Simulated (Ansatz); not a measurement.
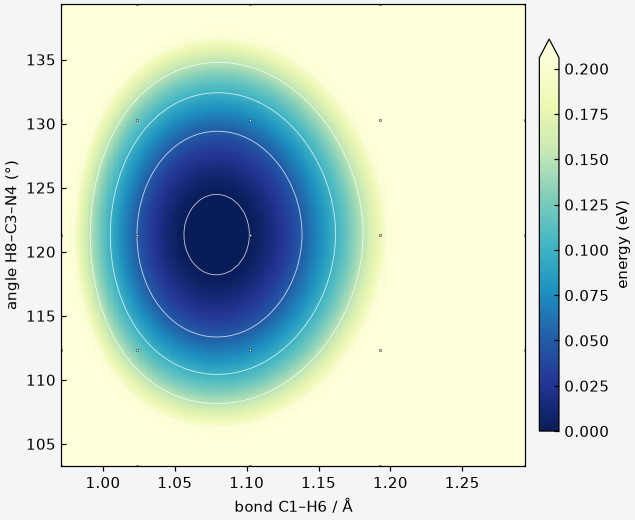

C4H5N, SMILES c1cc[nH]c1. 
- Two internal coordinates are moved rigidly from the geometry relaxed at PBE0-D4/def2-TZVP, all others fixed.
- First axis: bond C1–H6. Second axis: angle H8–C3–N4.
- The scan uses a 5 × 5 grid.
- Energies: eV, counted from the lowest grid point.
- Computed with Ansatz 0.2.0, RKS PBE0-D4/def2-TZVPP.

The picture shows a smooth colour map with a few white contour lines, dots at the grid points, one colour for all values above the top of the scale. Between grid points the surface is interpolated.

Estimate the position of the minimum and the force constants in these coordinates.

The interpolated minimum is at bond C1–H6 ≈ 1.078 Å, angle H8–C3–N4 ≈ 121.3°. The curvatures there are about 37 eV/Å² and 5.9 eV/rad², with a cross term of about 0 eV/(Å·rad). Round the minimum the two coordinates are nearly uncoupled.
